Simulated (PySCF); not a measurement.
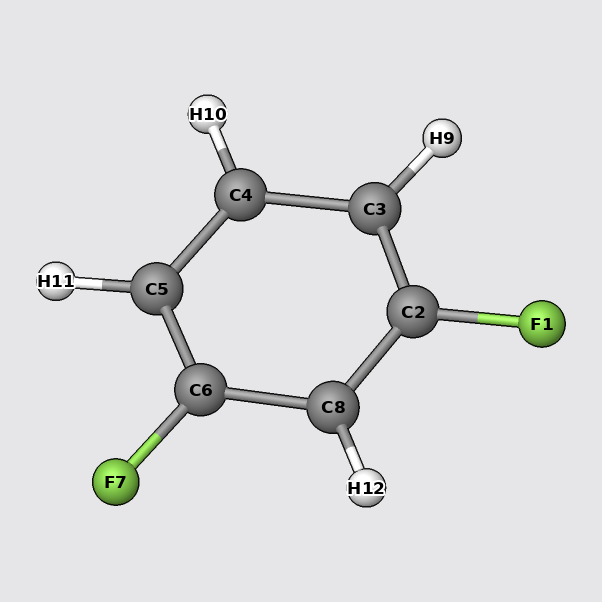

State: charge −1, doublet. Computed geometry: GFN2-xTB optimisation. No frequency run is at hand to confirm it as a minimum. Level of theory: UKS B3LYP, pcH-1 on C F H, non-relativistic (PySCF 2.14.0). Fermi-contact and spin-dipolar terms alone, no spin-orbit part.

Which nucleus has the largest dipolar (anisotropic) hyperfine coupling?

Answer. 13C at C4: principal values −42.2, −40.7, 82.9 MHz.

List the isotropic and dipolar parts for the most strongly coupled nuclei, one of each equivalent set. Atoms whose distances differ by more than 0.02 Å in this geometry are listed apart.

```tsv
atom	isotope	a_iso (MHz)	dipolar part (MHz)
C4	13C	39.2	−42.2, −40.7, 82.9
C8	13C	26.9	−31.6, −30.2, 61.8
F7	19F	15.2	−32.3, −25.3, 57.6
C6	13C	3.9	−15.8, −14.7, 30.5
C3	13C	−4.3	−12.3, −10.9, 23.2
H10	1H	−34.7	−21.7, 1.9, 19.8
H12	1H	−26.7	−16.7, 1.5, 15.2
H9	1H	−9.8	−6.4, −1.5, 7.9
```
